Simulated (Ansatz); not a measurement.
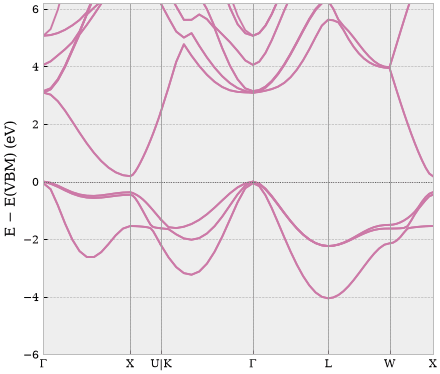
Figure: Band structure from PBE with spin–orbit coupling (plane waves, PAW; program Ansatz)

Task: Read off the gap and where the band edges lie.

Result: About 0.2 eV (0.19 eV by a search for the band edges); maximum at Γ, minimum at X.

The material is YN (rock salt, Fm-3m).

The cell was relaxed with PBE under the symmetry of its start. The run is not spin-polarised.

Potentials: the later of the program's two PAW sets.
